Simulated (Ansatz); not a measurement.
## Ge, pressure series

Base system: Ge (space group I4_1/amd, No. 141; a = 5.118 Å, c = 2.801 Å; a cell from a computed database, its experimental status unchecked).

Cell and atoms are relaxed at each pressure.

Level of theory: Kohn–Sham DFT with the PBEsol functional, run in Ansatz (a first-principles code) with PAW and 420 eV plane waves, spin-orbit coupling left out.

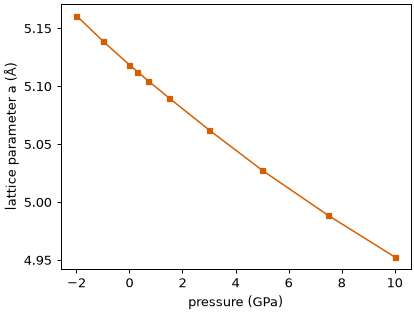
Figure. Lattice parameter a against pressure

Task: From the plot, what is the lattice parameter a for pressure −1 GPa?

Result: About 5.14 Å.

Task: Is the trend monotonic over the range shown?

Result: Yes, it falls throughout, spanning 495.3 pm to 516.1 pm.

Load acts through the strain it causes; cell and atoms are relaxed under it. Stability against distortions was not tested. No other phases were tried under pressure. This is not the structure that Ge has at room temperature and ambient pressure.
